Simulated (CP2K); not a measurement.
# CH3FInO (SMILES C[O][In][F]): GFN2-xTB

Aim: the energy difference between two shapes of CH3FInO at GFN2-xTB, from 2 runs. 

The results are computed with CP2K 2026.2.

2 further runs of the same task are left out: 2 set aside as unsound or not needed.

## 1. Starting point

The species is CH3FInO (7 atoms), meant as a doublet with charge 0. SMILES: `C[O][In][F]`. Geometry: relaxed at PBE0-D4/def2-TZVP. This is one conformer, not always the lowest.

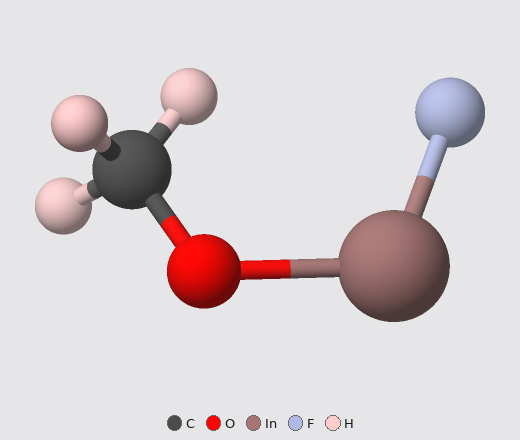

Viewed from a chosen angle; carbon dark grey, oxygen red, indium brown, fluorine light blue, hydrogen pink.

## 2. Energy and gradient at GFN2-xTB

job.inp

```
&FORCE_EVAL
   METHOD QUICKSTEP
   &DFT
      CHARGE 0
      MULTIPLICITY 2
      UNRESTRICTED_KOHN_SHAM T
      ! Quickstep
      &QS
         METHOD XTB
         EPS_DEFAULT 1.0E-10
         &XTB
            GFN_TYPE TBLITE
            &TBLITE
               METHOD GFN2
            &END TBLITE
            CHECK_ATOMIC_CHARGES F
         &END XTB
      &END QS
      &POISSON
         PERIODIC NONE
         POISSON_SOLVER ANALYTIC
      &END POISSON
      ! SCF settings
      &SCF
         SCF_GUESS ATOMIC
         EPS_SCF 1.0E-07
         MAX_SCF 150
         ADDED_MOS 2
         &DIAGONALIZATION
            ALGORITHM STANDARD
         &END DIAGONALIZATION
         &MIXING
            METHOD DIRECT_P_MIXING
            ALPHA 0.4
         &END MIXING
         &SMEAR ON
            METHOD FERMI_DIRAC
            ELECTRONIC_TEMPERATURE [K] 300
         &END SMEAR
      &END SCF
      ! extra output
      &PRINT
         &MOMENTS
            PERIODIC F
            REFERENCE COM
            MAX_MOMENT 1
         &END MOMENTS
         &MO ON
            ENERGIES T
            OCCUPATION_NUMBERS T
            NDIGITS 6
            &EACH
               QS_SCF 0
            &END EACH
            ADD_LAST NUMERIC
         &END MO
         &HIRSHFELD OFF
         &END HIRSHFELD
      &END PRINT
   &END DFT
   &SUBSYS
      &CELL
         ABC [angstrom] 11.8 14.1 12.2
         PERIODIC NONE
      &END CELL
      &COORD
         C      5.812150     8.252700     6.065450
         O      5.414950     7.490900     7.184750
         In     4.980750     5.547700     6.902350
         F      5.182850     5.006400     5.015250
         H      5.830850     7.686400     5.126050
         H      5.121750     9.093600     5.931750
         H      6.819250     8.652300     6.231850
      &END COORD
   &END SUBSYS
   &PRINT
      &FORCES ON
      &END FORCES
   &END PRINT
&END FORCE_EVAL

&GLOBAL
   PROJECT_NAME job
   RUN_TYPE ENERGY_FORCE
   PRINT_LEVEL MEDIUM
&END GLOBAL
```

Command:

```sh
$ OMP_NUM_THREADS=1 cp2k.psmp -i job.inp -o job.out
```

Standard output, cut to the lines that bear on the results:

```text
CP2K| version string:                                       CP2K version 2026.2
[...]
 GLOBAL| Method name                                                        CP2K
[...]
 GLOBAL| Run type                                                   ENERGY_FORCE
[...]
                             - Atoms:                                          7
[...]
                             - Spherical basis functions:                     24
[...]
 Number of electrons:                                                         12
[...]
  *** SCF run converged in    18 steps ***
[...]
  Fermi energy:                                                -0.39842792290504
[...]
 TB_DIPOLE| Moment [Debye]          0.03828393       1.10584498       1.35959037
 TB_DIPOLE| Derivative [a.u.]       0.00000000       0.00000000       0.00000000
[...]
 ENERGY| Total FORCE_EVAL ( QS ) energy [hartree]            -13.726383189964624
 FORCES| Atomic forces [hartree/bohr]
 FORCES|   Atom     x               y               z               |f|
 FORCES|      1 -1.81935121E-03  8.50609537E-04  1.21324821E-02   1.22975890E-02
 FORCES|      2  8.72957703E-03  2.35938853E-02 -1.57845329E-02   2.96989633E-02
 FORCES|      3 -6.88602909E-03 -1.65566857E-02  1.54140899E-02   2.36460442E-02
 FORCES|      4  2.20454277E-03 -1.41367569E-03 -1.43135980E-02   1.45512053E-02
 FORCES|      5 -1.02417299E-03 -2.53332406E-03  1.69992906E-03   3.21813920E-03
 FORCES|      6 -1.90634530E-03 -1.65542420E-03  1.91284505E-04   2.53202912E-03
 FORCES|      7  7.01778793E-04 -2.28538527E-03  6.60345299E-04   2.48022886E-03
 FORCES| Sum     9.22656049E-17 -5.29090660E-17  1.16334893E-16
 FORCES| Total atomic force                                       1.57626516E-16
[...]
```

Run time: 0.3 s. Hardware: 1 thread of Arm Neoverse V1, shared host.

## 3. The distorted shape

mol.inp

```
&GLOBAL
 PROJECT_NAME mol
 RUN_TYPE ENERGY_FORCE
 PRINT_LEVEL MEDIUM
&END GLOBAL

&FORCE_EVAL
 METHOD QS
 &DFT
  MULTIPLICITY 2
  LSD T
  &QS
   METHOD XTB
   EPS_DEFAULT 1.0E-10
   &XTB
    GFN_TYPE TBLITE
    &TBLITE
     METHOD GFN2
    &END TBLITE
    CHECK_ATOMIC_CHARGES F
   &END XTB
  &END QS
  ! no periodic images
  &POISSON
   PERIODIC NONE
   POISSON_SOLVER ANALYTIC
  &END POISSON
  ! self-consistent field
  &SCF
   SCF_GUESS ATOMIC
   EPS_SCF 1.0E-07
   MAX_SCF 150
   ADDED_MOS 2
   &DIAGONALIZATION
    ALGORITHM STANDARD
   &END DIAGONALIZATION
   &MIXING
    METHOD DIRECT_P_MIXING
    ALPHA 0.4
   &END MIXING
   &SMEAR ON
    METHOD FERMI_DIRAC
    ELECTRONIC_TEMPERATURE [K] 300
   &END SMEAR
  &END SCF
  ! extra output
  &PRINT
   &MOMENTS
    PERIODIC F
    REFERENCE COM
    MAX_MOMENT 1
   &END MOMENTS
   &MO ON
    ENERGIES T
    OCCUPATION_NUMBERS T
    NDIGITS 6
    &EACH
     QS_SCF 0
    &END EACH
    ADD_LAST NUMERIC
   &END MO
   &HIRSHFELD OFF
   &END HIRSHFELD
  &END PRINT
 &END DFT
 &SUBSYS
  &CELL
   ABC 11.9 14.1 12.2
   PERIODIC NONE
  &END CELL
  &COORD
   C      5.826490     8.231832     6.070361
   O      5.449327     7.466239     7.180573
   In     5.016543     5.536363     6.920528
   F      5.216629     4.999328     5.019427
   H      5.881870     7.715117     5.161555
   H      5.147895     9.100672     5.981432
   H      6.883457     8.644314     6.256261
  &END COORD
 &END SUBSYS
 ! extra output
 &PRINT
  &FORCES ON
  &END FORCES
 &END PRINT
&END FORCE_EVAL
```

Command:

```sh
$ OMP_NUM_THREADS=1 cp2k.psmp -i mol.inp > mol.out 2>&1
```

Standard output, cut to the lines that bear on the results:

```text
CP2K| version string:                                       CP2K version 2026.2
[...]
 GLOBAL| Method name                                                        CP2K
[...]
 GLOBAL| Run type                                                   ENERGY_FORCE
[...]
                             - Atoms:                                          7
[...]
                             - Spherical basis functions:                     24
[...]
 Number of electrons:                                                         12
[...]
  *** SCF run converged in    19 steps ***
[...]
  Fermi energy:                                                -0.39870640619178
[...]
 TB_DIPOLE| Moment [Debye]          0.00166244       1.09150994       1.43300130
 TB_DIPOLE| Derivative [a.u.]       0.00000000       0.00000000       0.00000000
[...]
 ENERGY| Total FORCE_EVAL ( QS ) energy [hartree]            -13.723359683907816
 FORCES| Atomic forces [hartree/bohr]
 FORCES|   Atom     x               y               z               |f|
 FORCES|      1  2.01636105E-02  3.19341504E-02  4.13053724E-02   5.59686960E-02
 FORCES|      2  7.23890750E-03  2.16816282E-02 -1.16911700E-02   2.56744667E-02
 FORCES|      3 -7.39090850E-03 -1.89949509E-02  1.34046021E-02   2.43950210E-02
 FORCES|      4  2.04410283E-03 -9.99301976E-04 -1.27525985E-02   1.29539851E-02
 FORCES|      5 -2.84190727E-03 -1.82318475E-02 -2.55983447E-02   3.15555376E-02
 FORCES|      6  1.25265207E-03 -6.53755563E-03 -1.89752297E-03   6.92165907E-03
 FORCES|      7 -2.04664571E-02 -8.85212254E-03 -2.77033829E-03   2.24702184E-02
 FORCES| Sum    -3.12250226E-17  2.25514052E-17 -6.07153217E-18
 FORCES| Total atomic force                                       3.89927097E-17
[...]
```

It took 0.3 s on 1 thread of Arm Neoverse V1, shared host.

## 4. What came out

Level: GFN2-xTB.

| quantity | value |
| --- | --- |
| first shape: total energy | -13.72638 Eh |
| first shape: dipole moment (from atomic charges alone) | 1.75 D |
| first shape: HOMO energy (highest over α and β) | -11.03 eV |
| first shape: LUMO energy (lowest over α and β) | -10.65 eV |
| first shape: largest force on an atom | 1.527 eV/Å |
| distorted shape: total energy | -13.72336 Eh |
| distorted shape: dipole moment (from atomic charges alone) | 1.80 D |
| distorted shape: HOMO energy (highest over α and β) | -11.04 eV |
| distorted shape: LUMO energy (lowest over α and β) | -10.66 eV |
| distorted shape: largest force on an atom | 2.878 eV/Å |
| energy change with the atoms displaced | 0.082 eV |

What this shows: With the atoms displaced the energy rises by 0.08 eV (1.9 kcal/mol). The first shape isn't relaxed at this level, so the change isn't measured from a minimum. The largest force (first shape) is 1.53 eV/Å: the shape isn't a stationary point for this species at this level. The dipole (first shape) comes from point charges on the atoms alone, without atomic dipoles, so it is partial. The dipole (distorted shape) comes from point charges on the atoms alone, without atomic dipoles, so it is partial.
